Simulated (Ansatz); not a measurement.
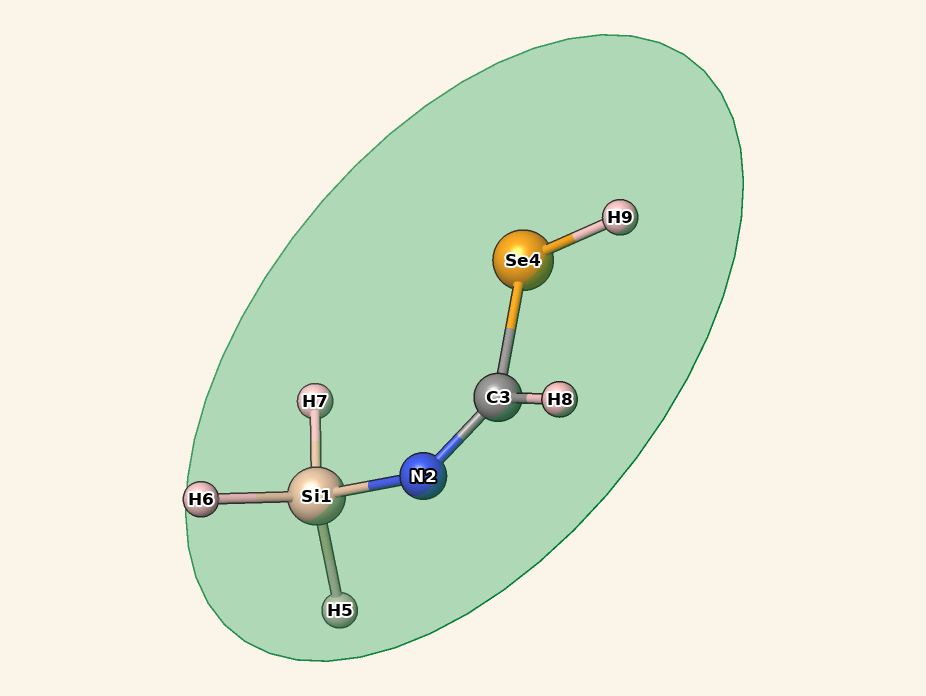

A disc through the centre of mass is drawn in. Depth is shown by fading: the farther an atom, the more it takes the colour of the background. The geometry was computed by an optimisation with PBE0-D4/def2-TZVP. No frequency run is at hand to confirm it as a minimum.

Question: Is the plane of the disc a mirror plane of the structure?

Answer: Yes. The reflection leaves Si1, N2, C3, Se4, H7, H8, H9 in place and moves H5 ↔ H6. The point group is Cs.
